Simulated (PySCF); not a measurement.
```tsv
atom	x (Å)	y (Å)	z (Å)
C	3.0300	-0.3765	0.3184
C	2.0355	0.1617	-0.0727
C	0.8079	0.7918	-0.5375
C	0.0783	1.3573	0.6506
C	-0.9960	0.7965	1.1840
C	-1.6156	-0.4488	0.6509
Cl	-3.1405	0.0219	-0.2158
C	-0.6979	-1.1916	-0.3068
C	-0.0682	-0.2153	-1.2930
H	3.9104	-0.8401	0.6507
H	1.0872	1.6130	-1.2095
H	0.5010	2.2530	1.0835
H	-1.4959	1.2517	2.0270
H	-1.9529	-1.0985	1.4624
H	-1.2575	-1.9643	-0.8355
H	0.0901	-1.6742	0.2775
H	-0.8587	0.3228	-1.8193
H	0.5342	-0.7539	-2.0265
```

Geometry: GFN2-xTB.

Computed with PBE0/pcSseg-1, SCF density, gas phase, non-relativistic (PySCF).

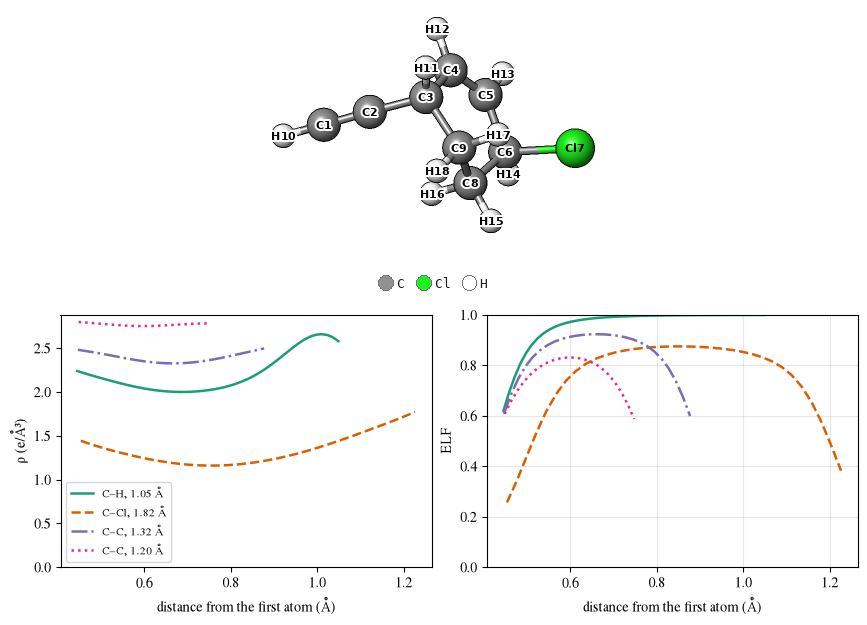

C8H9Cl. Total electron density and ELF along straight lines between neighbouring atoms. The curves leave out the atomic cores. The structure is drawn too.

Q: Compare the contacts.

A: C–H (1.05 Å): ρ at the midpoint is about 2.1 e/Å³; the ELF climbs to about 1 towards the hydrogen, as it does in any bond to H (a covalent bond by its length).
C–Cl (1.82 Å): ρ is about 1.2 e/Å³ halfway; the ELF peaks at about 0.85 between the atoms: localised, covalent bonding.
C–C (1.32 Å): the density is about 2.3 e/Å³ at the midpoint; the ELF peaks at about 0.90 between the atoms (a multiple bond).
C–C (1.20 Å): the density is about 2.8 e/Å³ at the midpoint; the ELF peaks at about 0.85 between the atoms (a short, multiple covalent bond).
